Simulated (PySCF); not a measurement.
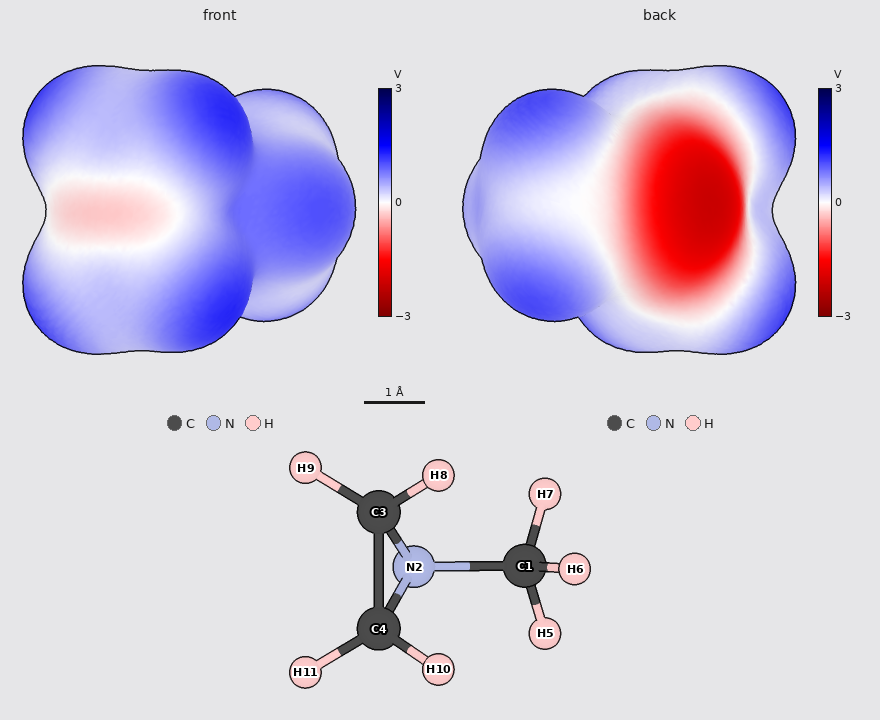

*C$_{3}$H$_{7}$N (SMILES CN1CC1). The molecular electrostatic potential painted on the density surface at 0.004 e/bohr³, seen from the front and from behind; red is negative and blue positive. The bare structure is drawn below in the same view.*

Geometry: PBE0-D3(BJ)/def2-SVP.

Level of theory: PySCF, DFT single point, gas phase, functional wB97X.

Input file:

```
{"job": {"kind": "sp", "xc": "wB97X", "basis": "ma-def2-TZVP", "d3": "d3bj", "grid": 2}, "charge": 0, "multiplicity": 1}
C      1.356086     0.262864     0.056571
N      0.060932     0.397910    -0.558043
C     -1.084524     0.454510     0.312737
C     -0.814738    -0.744556    -0.520716
H      2.063861    -0.177361    -0.662707
H      1.350924    -0.375251     0.967397
H      1.737197     1.256180     0.339780
H     -0.917249     0.352211     1.394204
H     -1.873388     1.163802     0.038711
H     -0.467626    -1.644750     0.005728
H     -1.399064    -0.942976    -1.426091
```

Launched as:

```sh
OMP_NUM_THREADS=1 python redox_run.py task.json out
```

> Which sites attract a positive test charge, and which a negative one?

A positive charge is drawn to the negative regions and a negative charge to the positive ones. The most negative region (about −2.0 V) lies over N2, the most positive (about +1.2 V) over H8 and H10. N2 is the likeliest acceptor of a hydrogen bond.

> What dipole moment does the calculation give?

Its dipole moment is 1.20 D.
